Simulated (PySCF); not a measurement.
# C₅H₈OS: what the fields show

```xyz
15

C    -2.1418    1.3270   -1.1195
C    -1.2671    0.4430   -0.6497
C    -1.0925    0.1722    0.7593
C    -0.1731   -0.6557    1.2472
S     0.9794   -1.5902    0.2030
C     2.2384   -0.2250    0.1931
O     1.5242   -2.6304    1.0733
H    -2.7701    1.9049   -0.4612
H    -2.2611    1.5046   -2.1740
H    -0.6449   -0.1271   -1.3262
H    -1.7587    0.6979    1.4334
H    -0.0661   -0.8784    2.2971
H     3.1166   -0.5943   -0.3263
H     1.8176    0.6268   -0.3284
H     2.4948    0.0327    1.2146
```

Geometry: GFN2-xTB.

The calculation used PBE0/def2-SVPD, SCF density, gas phase (PySCF).

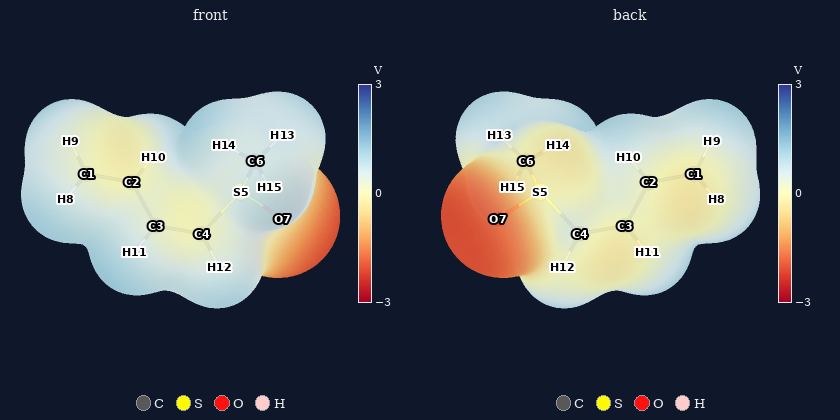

Figure 1. The molecular electrostatic potential painted on the density surface at 0.002 e/bohr³, seen from the front and from behind; the colour scale runs from red (negative) to blue (positive).

> Which sites attract a positive test charge, and which a negative one?

A positive charge is drawn to the negative regions and a negative charge to the positive ones. The most negative region (about −2.1 V, or −48 kcal/mol for a unit charge) lies over O7, the most positive (about +1.2 V, or +28 kcal/mol for a unit charge) over H8 and H11. O7 is the likeliest acceptor of a hydrogen bond.

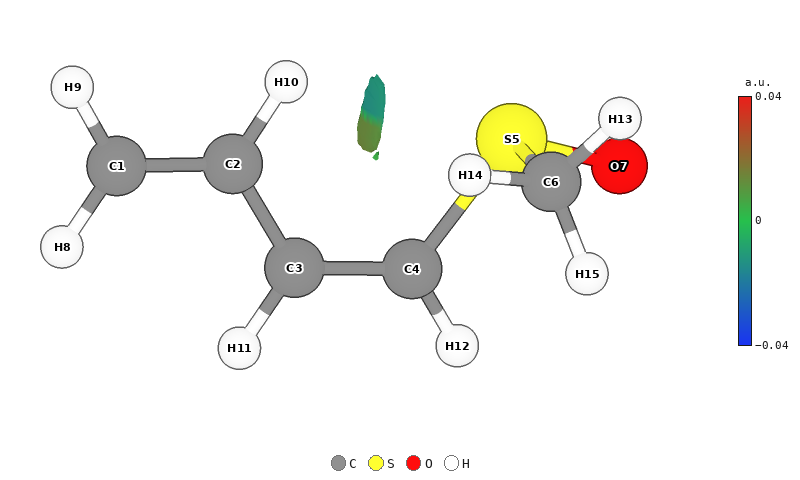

Figure 2. Non-covalent interaction (NCI) plot: the surface where the reduced density gradient is 0.4, for densities under 0.05 a.u., coloured by sign(λ₂)ρ; seen at an oblique angle.

> What holds or crowds the atoms apart from the covalent bonds?

Between H10 and C2 on one side and S5 on the other: a weak contact, attractive (blue-green) on one side and crowded (olive to red) on the other.
